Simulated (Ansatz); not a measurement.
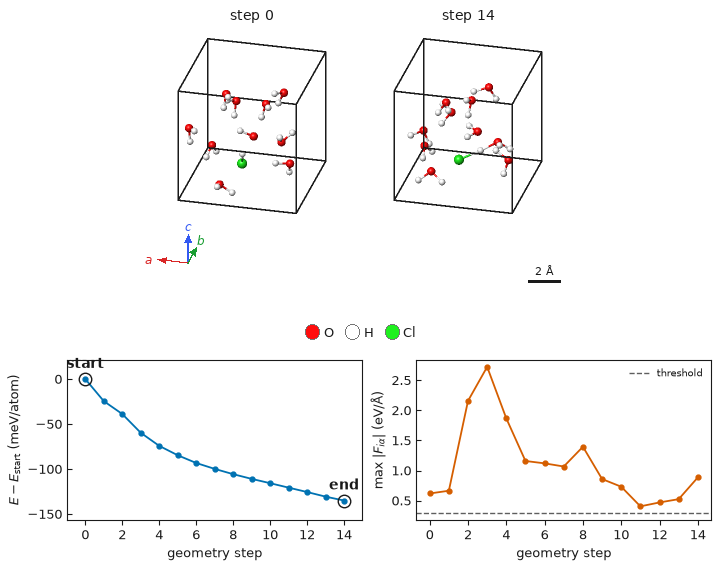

First and last geometry of a relaxation of an amorphous cell of composition H21ClO10, with the history of the run. Style: ball-and-stick. Shown: the cell of the calculation, from a free direction.

The cell holds 10 H2O + 1 HCl. The run prepares the start of a later molecular dynamics calculation, from a guessed geometry.

These are results of Ansatz, DFT PBE, scalar-relativistic, plane waves, PAW, not measurements. Set-up: plane-wave cutoff 420 eV; k-point mesh 1 × 1 × 1; occupations fermi dirac; smearing width 0.05 eV; no spin polarisation; atoms relaxed in a fixed cell; force threshold 0.3 eV/Å; at most 15 steps.

> Read the history and describe the run.

The relaxation stopped without meeting its thresholds, so the last structure isn't shown to be converged. It used up its limit of 15 steps. After 14 geometry steps the energy has fallen by 135 meV per atom. The largest force component goes from 0.62 to 0.89 eV/Å. An H atom moves most: 1.72 Å along [−2 2 −1]. Largest moves by element: H 1.72 Å, O 1.40 Å, Cl 0.27 Å. The lattice vectors keep their values. Near-neighbour distances that change, for instance: H–O 2.602 → 1.261 Å, Cl–H 1.280 → 1.534 Å, H–O 0.969 → 1.006 Å, H–O 0.969 → 0.979 Å. New bonds form: H–O (2.60 → 1.26 Å).

Limits of the set-up: the periodic images lie only 7.7 Å apart, so the values are limited by the cell's size.
